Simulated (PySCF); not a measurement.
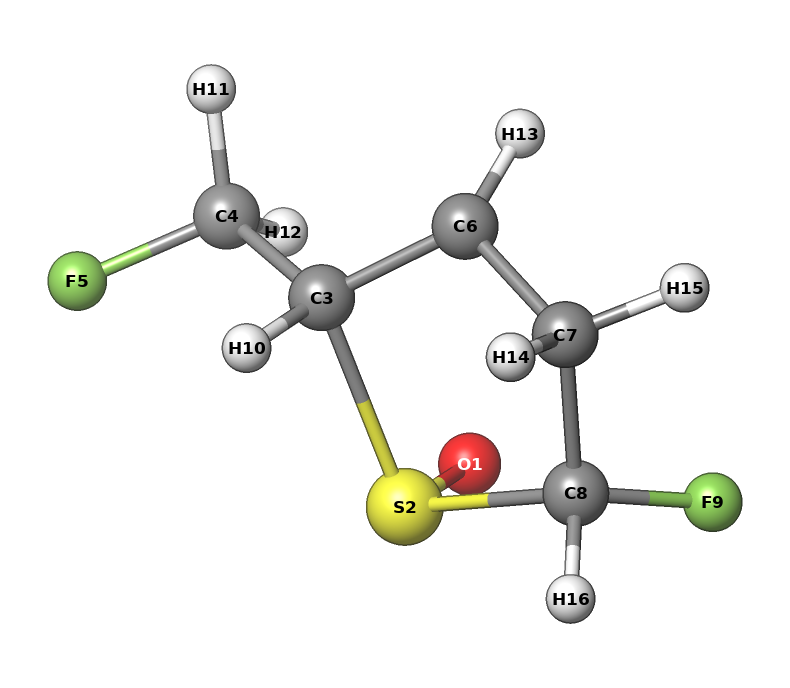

Charge 0, doublet. The geometry was computed by an optimisation with GFN2-xTB. No frequency run is at hand to confirm it as a minimum. Computed with UKS B3LYP, pcH-1 on C F H O S, non-relativistic (PySCF 2.14.0). Fermi-contact and spin-dipolar terms alone, no spin-orbit part.

Which nucleus has the largest dipolar (anisotropic) hyperfine coupling?

Answer. 13C at C6: principal values −67.5, −66.7, 134.2 MHz.

List the isotropic and dipolar parts for the most strongly coupled nuclei, one of each equivalent set.

```csv
atom,isotope,a_iso (MHz),dipolar part (MHz)
C6,13C,108.1,"−67.5, −66.7, 134.2"
S2,33S,3.4,"−23.3, −20.0, 43.3"
O1,17O,−8.5,"−33.2, 16.1, 17.1"
H13,1H,−44.9,"−32.2, 0.1, 32.1"
C3,13C,−40.7,"−14.9, 5.1, 9.8"
F9,19F,0.0,"−8.1, −5.3, 13.4"
H14,1H,69.9,"−4.9, −3.2, 8.1"
H15,1H,3.4,"−4.7, −2.9, 7.6"
```
